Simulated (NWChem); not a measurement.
**KLi (Lithium Potassium): CCSD/def2-TZVP**

Aim: the vertical singlet–triplet gap of KLi (Lithium Potassium) at CCSD/def2-TZVP, from 2 runs. 

The results are computed with NWChem 7.3.0.

4 further runs of the same task are left out: 4 set aside as unsound or not needed.

### Step 1. The molecule

The species is KLi (2 atoms), meant as a singlet with charge 0. SMILES: `[Li][K]`. Geometry: the measured bond length.

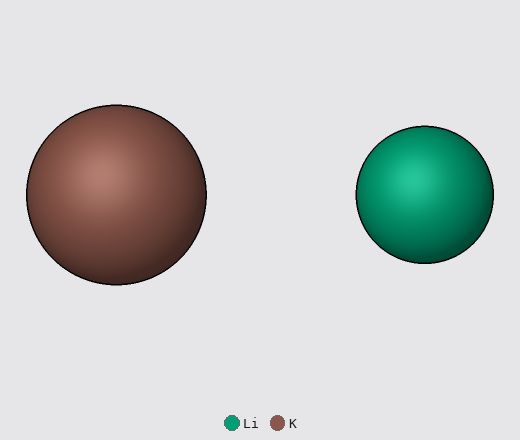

The structure, seen from a chosen angle (lithium teal, potassium brown).

### Step 2. The energy at CCSD/def2-TZVP

sp.xyz

```xyz
2

Li     0.000000     0.000000     0.000000
K      0.000000     0.000000     3.270000
```

run.py

```python
from ase.io import read
from ase.calculators.nwchem import NWChem

atoms = read('sp.xyz')

calc = NWChem(
    label='sp',
    theory='ccsd',
    memory='2200 mb',
    basis='def2-TZVP',
    basispar='spherical bse',
    scf={'nopen': '0', 'rhf': None, 'thresh': '1e-08', 'maxiter': '80'},
    ccsd={'freeze': 'core 5', 'maxiter': '60'},
    task='energy',
)
atoms.calc = calc

print("Total energy (eV):", round(atoms.get_potential_energy(), 6))
```

Run with:

```console
$ export ASE_NWCHEM_COMMAND="nwchem PREFIX.nwi > PREFIX.nwo"
$ python run.py
```

The program printed:

```text
Total energy (eV): -16512.279055
```

The calculator wrote sp.nwi:

```
title "sp"

permanent_dir sp

scratch_dir sp

start sp

geometry units angstrom nocenter noautosym noautoz
  Li 0.0000000000000000e+00 0.0000000000000000e+00 0.0000000000000000e+00
  K  0.0000000000000000e+00 0.0000000000000000e+00 3.2700000000000000e+00
end

memory 2200 mb

basis spherical bse noprint
   * library def2-TZVP
end

scf
  nopen 0
  rhf
  thresh 1e-08
  maxiter 80
end
ccsd
  freeze core 5
  maxiter 60
end

task ccsd energy
```

sp.nwo:

```text
Northwest Computational Chemistry Package (NWChem) 7.3.0
             --------------------------------------------------------

           Job information
           ---------------

    nwchem branch   = 7.3.0
    use scalapack   = T
    input           = sp.nwi
    prefix          = sp.
    data base       = sp/sp.db
    status          = startup
    nproc           =        1

           Memory information
           ------------------

    heap     =     72089600 doubles =      550.0 Mbytes
    stack    =     72089597 doubles =      550.0 Mbytes
    global   =    144179200 doubles =     1100.0 Mbytes (distinct from heap & stack)
    total    =    288358397 doubles =     2200.0 Mbytes
    verify   = yes
    hardfail = no

           Directory information
           ---------------------

  0 permanent = sp
  0 scratch   = sp

[... 93 lines left out ...]
         Quadratically convergent ROHF
[... 13 lines left out ...]
       Final RHF  results
[... 4 lines left out ...]
      Two-electron energy =    236.296952652300
[... 30 lines left out ...]
                       ROHF Final Molecular Orbital Analysis
[... 265 lines left out ...]
 Total MP2 energy:           -606.790978686199423
[... 21 lines left out ...]
  Failed reading restart vector from sp/sp.t2
[... 3 lines left out ...]
             energy      energy      error      ampl     ampl      Block
[... 6 lines left out ...]
                  *************converged*************
[... 1 line left out ...]
 -----------
 CCSD Energy
 -----------
 Reference energy:            -606.584506981184632
 CCSD corr. energy:             -0.230560810584445
 Total CCSD energy:           -606.815067791769025

 --------------------------------
 Spin Component Scaled (SCS) CCSD
 --------------------------------
 Same spin contribution:                 -0.045482065826143
 Same spin scaling factor:                1.130000000000000
 Opposite spin contribution:             -0.185078744758302
 Opposite spin scaling fact.:             1.270000000000000
 SCS-CCSD correlation energy:            -0.286444740226585
 Total SCS-CCSD energy:                -606.870951721411188

 routine      calls  cpu(0)   cpu-min  cpu-ave  cpu-max   i/o
 aoccsd          1     0.00     0.00     0.00     0.00    0.00
 iterdrv         1     0.01     0.01     0.01     0.01    0.00
 pampt          13     0.03     0.03     0.03     0.03    0.00
[... 9 lines of this table left out ...]
 Total                 7.87     7.87     7.87     7.87    0.00

 Task  times  cpu:       10.8s     wall:       10.8s
 Total times  cpu:       10.9s     wall:       10.9s
```

It took 13 s on 1 thread of Intel Xeon Platinum 8488C (Sapphire Rapids), shared host; peak memory 0.1 GiB.

### Step 3. The triplet at the same level

mol.nw

```
start mol
title "KLi energy"
memory 2200 mb

geometry noautosym nocenter noautoz
Li       0.000000       0.000000       0.000000
K        0.000000       0.000000       3.270000
end

basis spherical bse
* library def2-TZVP
end

scf
triplet
uhf
thresh 1e-08
maxiter 80
end

tce
scf
ccsd
freeze core 5
maxiter 60
end

task tce energy
```

Run with:

```console
$ nwchem mol.nw > mol.out
```

The program printed:

```text
[...]
  functions       =    47
[...]
  wavefunction    = UHF
[...]
         Total SCF energy =   -606.570739584045
      One electron energy =   -851.782538426346
      Two electron energy =    235.987608263407
 Nuclear repulsion energy =      9.224190578894
                       Sz =      1.0000
                 Sz(Sz+1) =      2.0000
                      S^2 =      2.0002
[...]
         Wavefunction type : Unrestricted Hartree-Fock
          No. of electrons :    22
[...]
         Spin multiplicity : triplet
[...]
 CCSD total energy / hartree       =      -606.780775385005086
[...]
```

It took 7.5 s on 1 thread of Intel Xeon Platinum 8488C (Sapphire Rapids), shared host; peak memory 0.21 GiB.

### Step 4. Results

At CCSD/def2-TZVP, 5 core orbitals frozen:

| quantity | value |
| --- | --- |
| singlet: total energy | -606.81507 Eh |
| singlet: HOMO energy (Hartree–Fock orbitals) | -4.19 eV |
| singlet: LUMO energy (Hartree–Fock orbitals) | 0.15 eV |
| singlet: HOMO–LUMO gap (Hartree–Fock orbitals) | 4.34 eV |
| singlet: correlation energy (5 core orbitals frozen) | -230.6 mEh |
| triplet: total energy | -606.78078 Eh |
| triplet: HOMO energy (Hartree–Fock orbitals) (highest over α and β) | -3.57 eV |
| triplet: LUMO energy (Hartree–Fock orbitals) (lowest over α and β) | 0.03 eV |
| triplet: correlation energy (5 core orbitals frozen) | -210.0 mEh |
| triplet: ⟨S²⟩ of the reference determinant | 2.000 |
| vertical energy of the triplet above the singlet | 0.933 eV |

What this shows: At this shape the triplet lies 0.93 eV (90.0 kJ/mol) above the singlet.
